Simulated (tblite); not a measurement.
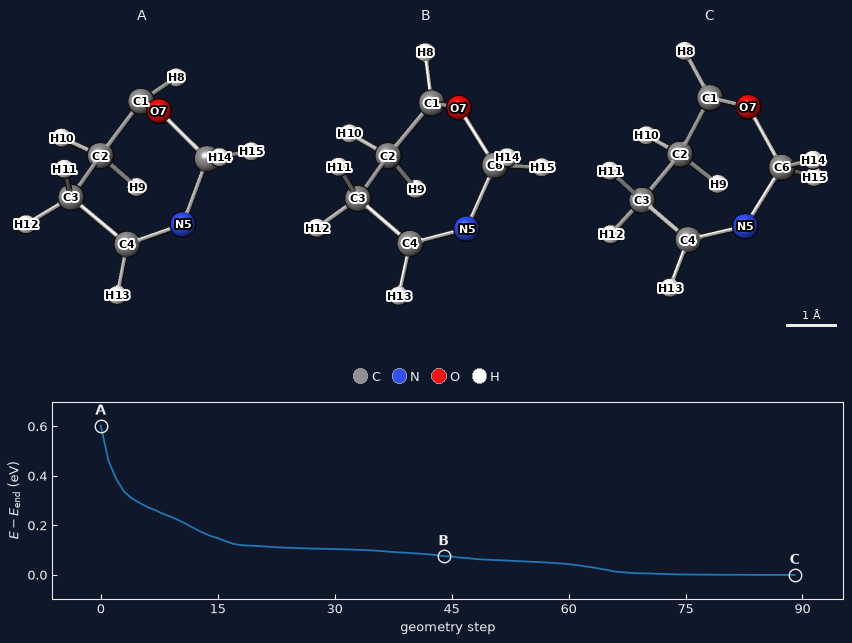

Frames of a relaxation of C$_{5}$H$_{8}$NO (multiplicity 2), marked on the history of the run. Style: ball-and-stick. Shown from a free direction.

All numbers below come from GFN2-xTB geometry optimisation, gas phase in tblite 0.8.0. 

Describe the path.

Answer. The atom that moves furthest after the best rigid fit is H8 (1.54 Å). By element the largest moves are H 1.54 Å, O 0.46 Å, C 0.39 Å, N 0.34 Å. Among the contacts that change: C4–H13 1.056 → 1.087 Å, C2–C3 1.522 → 1.547 Å, C1–C2 1.507 → 1.482 Å, C6–O7 1.387 → 1.408 Å. Among the angles between lasting bonds that change: C2–C3–C4 102.3° → 111.6°, N5–C6–O7 112.0° → 120.0°, O7–C1–H8 118.2° → 110.5°. The energy falls by 0.603 eV in 89 geometry steps. The run took 0.38 s on 1 thread of Arm Neoverse V2, on a shared host. From step 0 to 44: H8 moves most (0.91 Å), energy −0.527 eV. From step 44 to 89: H8 moves most (0.70 Å), energy −0.076 eV.
